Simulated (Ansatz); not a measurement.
| atom | x (Å) | y (Å) | z (Å) |
| --- | --- | --- | --- |
| C | 0.2803 | -1.2228 | 1.0769 |
| C | 0.6802 | 0.0915 | 0.4125 |
| N | 2.1349 | 0.1870 | 0.2910 |
| H | 0.7038 | -2.0826 | 0.5200 |
| H | 0.6643 | -1.2765 | 2.1182 |
| H | -0.8216 | -1.3350 | 1.1238 |
| H | 0.1996 | 0.9387 | 0.9704 |
| H | 0.2499 | 0.1266 | -0.6127 |
| H | 2.5524 | 0.2387 | 1.2307 |
| H | 2.3917 | 1.0701 | -0.1685 |

Geometry: PBE-D3(BJ)/def2-SVP.

Computed with isolated molecule in a Gaussian basis; Kohn-Sham density functional theory, functional PBE0 in Ansatz.

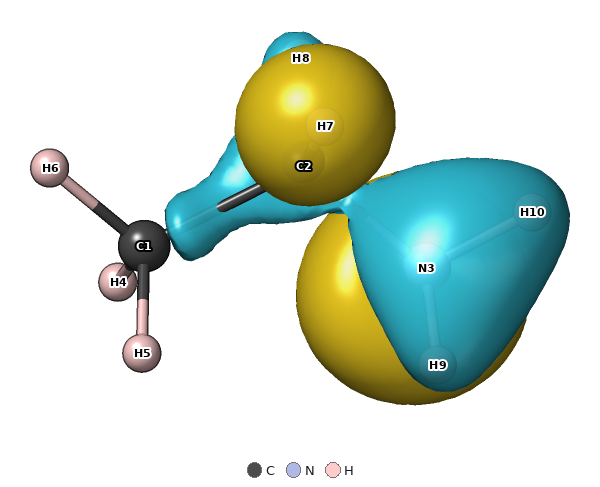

C2H7N (SMILES CCN). The HOMO at ±0.15 Å⁻³ᐟ² (yellow and cyan are the two phases), seen across its widest extent.

### Describe this orbital and give its energy.

It lies mainly on N3 (about 65 %), C2 (about 10 %) and H7 (about 10 %). Its energy is −6.95 eV.
